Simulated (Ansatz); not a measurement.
# Calculations on GeHClF2

**1. Relaxation**

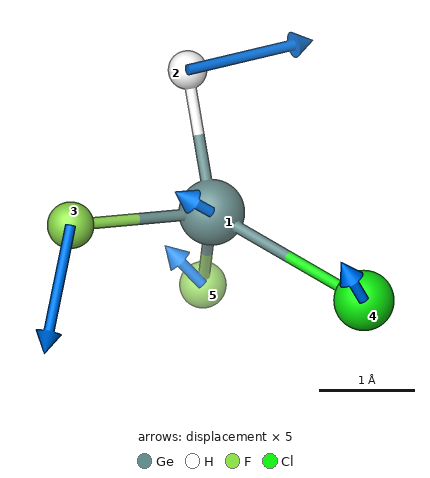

A relaxation of GeHClF$_{2}$. The starting structure is drawn; blue arrows show the displacements, magnified 5 times. The two geometries are superimposed by the best rigid fit.

A ball-and-stick model, seen from a free direction.

The run prepares an end point of a later path (reaction) calculation, from a guessed geometry.

All numbers below come from RKS B3LYP-D4/def2-SVP in Ansatz 0.2.0. Settings: no spin polarisation; force threshold 0.03 eV/Å; at most 50 steps.

**What did the optimiser do to the structure, and how much energy did it gain?**

Over 4 geometry steps the energy falls by 0.441 eV. Largest force component: 1.5 eV/Å at the start, 0.022 eV/Å at the end. The atom that moves furthest after the best rigid fit is H2 (0.30 Å). By element the largest moves are H 0.30 Å, F 0.28 Å, Cl 0.10 Å, Ge 0.10 Å. Some distances before and after: Ge1–F3 1.695 → 1.726 Å, Ge1–Cl4 2.129 → 2.135 Å. Bond angles that change, for instance: H2–Ge1–F3 85.1° → 110.3°, H2–Ge1–Cl4 122.5° → 114.1°, H2–Ge1–F5 117.3° → 110.4°.

**2. Relaxation**

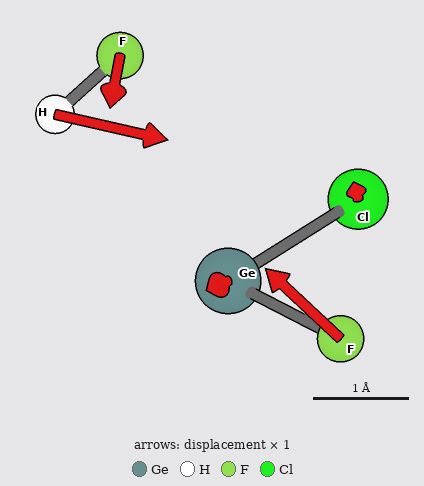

A relaxation of GeHClF₂. The starting structure is drawn; red arrows show the displacements, at their true length. The two geometries are superimposed by the best rigid fit.

Style: ball-and-stick. Shown from a free direction.

The run prepares an end point of a later path (reaction) calculation, from a guessed geometry.

These are results of RKS B3LYP-D4/def2-SVP in Ansatz 0.2.0, not measurements.

Input
```yaml
crystal:
  periodic: [false, false, false]
  atoms:
    - { symbol: Ge, position_ang: [-0.756526, -0.023495, 0.245263] }
    - { symbol: H, position_ang: [1.638301, -0.117718, 1.604743] }
    - { symbol: F, position_ang: [2.054087, 0.150371, 0.822769] }
    - { symbol: Cl, position_ang: [-1.045737, 1.73647, -1.061914] }
    - { symbol: F, position_ang: [-0.951025, -1.305027, -0.946061] }
basis:
  gaussian: { orbitals: def2-SVP }
hamiltonian:
  xc: b3lyp
  dispersion: d4
relax:
  f_tol: 0.03
  max_steps: 50
output:
  orbitals: {}
```

Run as
```bash
ansatz run input.yaml --threads 1 --pin off --max-ram 2048MiB --backend cpu --events-out ev --progress --plain --runs-dir out
```

**What happened in the run?**

The energy falls by 39.2 kJ/mol in 23 accepted moves (27 points after the start). The largest force component goes from 0.24 to 0.015 eV/Å. The line search rejected the trial steps at points 1, 10, 13, 19 of the run. The atom that moves furthest after the best rigid fit is H2 (1.27 Å). By element the largest moves are H 1.27 Å, F 1.12 Å, Ge 0.41 Å, Cl 0.25 Å. Some distances before and after: Ge1–F3 2.875 → 2.416 Å, Ge1–F5 1.761 → 1.827 Å, H2–F3 0.925 → 0.953 Å. Cost: 99 s on 1 thread of Arm Neoverse V1, with other jobs on the host, peak memory 0.17 GiB.

Limits of the set-up: the start holds two separate molecules, 2.8 Å apart at their closest, whose relative position is a soft coordinate.

**3. Path**

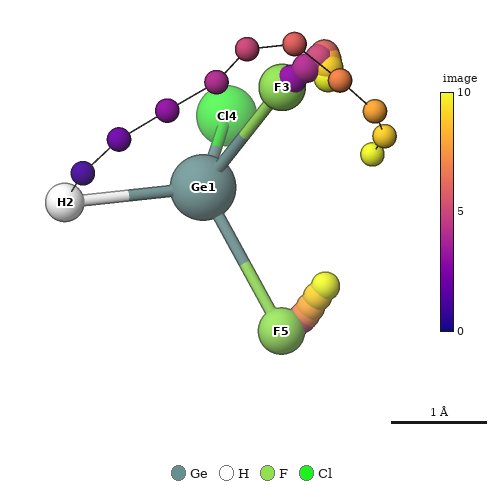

A search for the minimum-energy path of GeHClF2 by the nudged elastic band. Images are numbered from 0 (start) to 10 (end). The start is drawn whole; smaller spheres mark the moving atoms (H, F) in the later images, joined by lines and coloured by the number of the image. The picture is a ball-and-stick view, seen from a free direction.

Level of theory: RKS B3LYP-D4/def2-SVP in Ansatz 0.2.0.

Input
```yaml
crystal:
  periodic: [false, false, false]
  atoms:
    - { symbol: Ge, position_ang: [0.209028, 0.044118, 0.241439] }
    - { symbol: H, position_ang: [0.187572, -0.003821, 1.765232] }
    - { symbol: F, position_ang: [1.83583, 0.029117, -0.336071] }
    - { symbol: Cl, position_ang: [-0.774211, 1.746927, -0.590479] }
    - { symbol: F, position_ang: [-0.519119, -1.375742, -0.415321] }
basis:
  gaussian: { orbitals: def2-SVP }
hamiltonian:
  xc: b3lyp
  dispersion: d4
neb:
  order_check: false
  images: 9
  f_tol: 0.05
  max_iterations: 44
  final_atoms:
    - { symbol: Ge, position_ang: [-0.6895266, 0.53064271, 0.83734003] }
    - { symbol: H, position_ang: [1.20856955, -0.73952287, 0.18992351] }
    - { symbol: F, position_ang: [1.6544821, -0.00385208, 0.59918676] }
    - { symbol: Cl, position_ang: [-0.8103729, 1.74493061, -1.00223337] }
    - { symbol: F, position_ang: [-0.42405215, -1.09159937, 0.04058307] }
  initial_path:
    images:
      - { positions_ang: [[0.209028, 0.044118, 0.241439], [0.187572, -0.003821, 1.765232], [1.83583, 0.029117, -0.336071], [-0.774211, 1.746927, -0.590479], [-0.519119, -1.375742, -0.415321]] }
      - { positions_ang: [[0.1671595, 0.0353191, 0.19322384], [0.34366952, -0.00337623, 1.70377797], [1.83114033, 0.02329752, -0.16904167], [-0.82905208, 1.76000329, -0.61912255], [-0.57381727, -1.37464469, -0.44403759]] }
      - { positions_ang: [[0.125291, 0.0265202, 0.14500868], [0.49976704, -0.00293145, 1.64232394], [1.82645067, 0.01747804, -0.00201234], [-0.88389317, 1.77307959, -0.64776611], [-0.62851554, -1.37354737, -0.47275418]] }
      - { positions_ang: [[0.0834225, 0.0177213, 0.09679353], [0.65586456, -0.00248668, 1.58086991], [1.821761, 0.01165856, 0.16501699], [-0.93873425, 1.78615588, -0.67640966], [-0.68321381, -1.37245006, -0.50147077]] }
      - { positions_ang: [[0.041554, 0.00892239, 0.04857837], [0.81196208, -0.00204191, 1.51941588], [1.81707134, 0.00583908, 0.33204632], [-0.99357534, 1.79923218, -0.70505321], [-0.73791209, -1.37135274, -0.53018735]] }
      - { positions_ang: [[-0.0003145, 0.00012349, 0.00036321], [0.96805961, -0.00159714, 1.45796185], [1.81238167, 1.96e-05, 0.49907565], [-1.04841642, 1.81230847, -0.73369677], [-0.79261036, -1.37025543, -0.55890394]] }
      - { positions_ang: [[-0.13815692, 0.10622734, 0.16775857], [1.0161616, -0.14918228, 1.20435418], [1.78080176, -0.00075474, 0.51909787], [-1.00080772, 1.7988329, -0.78740409], [-0.71889872, -1.31452422, -0.43900654]] }
      - { positions_ang: [[-0.27599934, 0.21233118, 0.33515394], [1.06426358, -0.29676743, 0.95074652], [1.74922185, -0.00152907, 0.53912009], [-0.95319901, 1.78535733, -0.84111141], [-0.64518708, -1.258793, -0.31910914]] }
      - { positions_ang: [[-0.41384176, 0.31843502, 0.5025493], [1.11236557, -0.44435258, 0.69713885], [1.71764193, -0.00230341, 0.55914231], [-0.90559031, 1.77188176, -0.89481873], [-0.57147543, -1.20306179, -0.19921174]] }
      - { positions_ang: [[-0.55168418, 0.42453887, 0.66994467], [1.16046756, -0.59193773, 0.44353118], [1.68606202, -0.00307775, 0.57916454], [-0.85798161, 1.75840618, -0.94852605], [-0.49776379, -1.14733058, -0.07931433]] }
      - { positions_ang: [[-0.6895266, 0.53064271, 0.83734003], [1.20856955, -0.73952287, 0.18992351], [1.6544821, -0.00385208, 0.59918676], [-0.8103729, 1.74493061, -1.00223337], [-0.42405215, -1.09159937, 0.04058307]] }
```

Launched with:
```bash
ansatz run input.yaml --threads 1 --pin off --max-ram 2048MiB --backend cpu --events-out ev --progress --plain --runs-dir out
```

### Describe the path and its energy.

Breaking: Ge1–F3 (1.73 → 1.96 at the top → 2.42 Å), Ge1–H2 (1.52 → 1.63 at the top → 2.37 Å). Forming: H2–F3 (2.67 → 1.36 at the top → 0.95 Å). The energy climbs by 228.6 kJ/mol to image 3 and then falls by 179.7 kJ/mol, so the end point sits at +48.9 kJ/mol. The band converged in 14 iterations. The largest component of the band force went from 17 to 0.031 eV/Å. The climbing image converged on the top of the path. Its vibrational analysis gives one imaginary mode (1308i cm⁻¹), as a transition state must have.

The run took 7.2 min on 1 thread of Arm Neoverse V1, on a shared host, peak memory 0.17 GiB.
